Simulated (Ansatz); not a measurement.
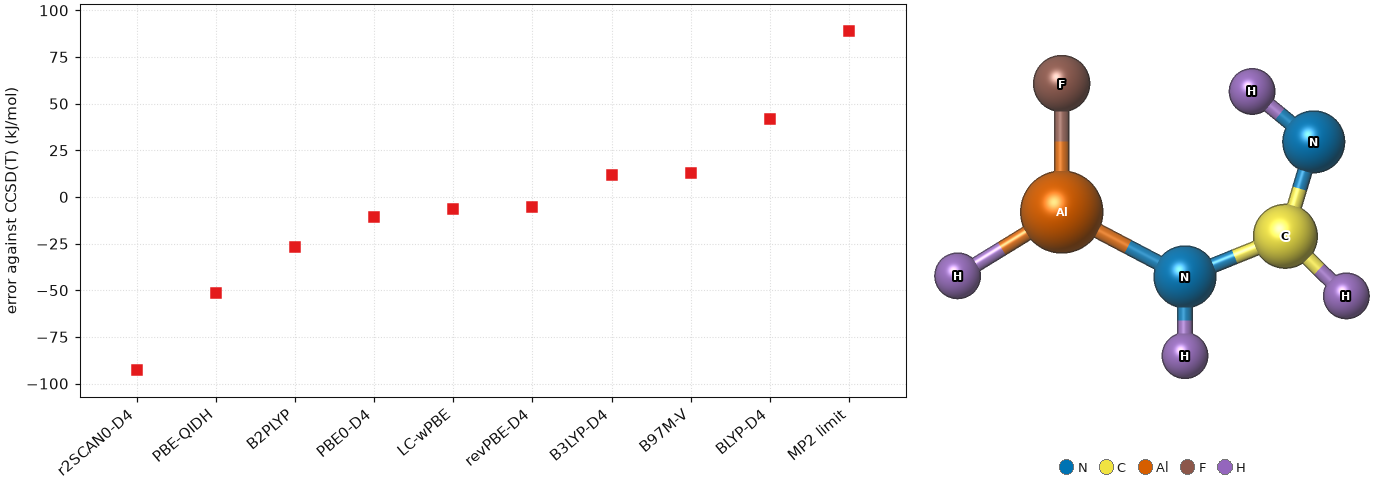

Error in the electronic atomisation energy (method less reference, so positive means overbinding) of CH₄AlFN₂, SMILES N(=C/[NH][AlH][F])/[H], singlet: functionals in def2-TZVPP against frozen-core CCSD(T) at the limit (MP2 extrapolated from triple and quadruple zeta, plus CCSD(T) less MP2 in a smaller set), which gives 3420.3 kJ/mol, at a PBE0-D4/def2-TZVP geometry (a minimum by its frequencies), no zero-point or spin-orbit term, the Ansatz code. The reference leaves out core correlation, a term that grows with the number of heavy atoms. PBE-QIDH and B2PLYP hold a correlation term that converges slowly with the basis, so part of the distance to the limit is basis error. No dispersion term is added to PBE-QIDH, B2PLYP and LC-wPBE. Limit means the basis limit.

### Which of these levels overbind, and which underbind?

Overbind: BLYP-D4 and MP2 limit. Underbind: r2SCAN0-D4, PBE-QIDH and B2PLYP. Within 25 kJ/mol of zero, too close to call in view of what the reference leaves out: PBE0-D4, LC-wPBE, revPBE-D4, B3LYP-D4 and B97M-V.

### Give the values.

```
     level  kJ/mol
r2SCAN0-D4   −92.5
  PBE-QIDH   −51.7
    B2PLYP   −26.8
   PBE0-D4   −11.0
   LC-wPBE    −6.3
 revPBE-D4    −5.6
  B3LYP-D4    11.8
    B97M-V    12.6
   BLYP-D4    41.7
 MP2 limit    88.7
```

Limits of at least one run: one conformer of a flexible molecule.
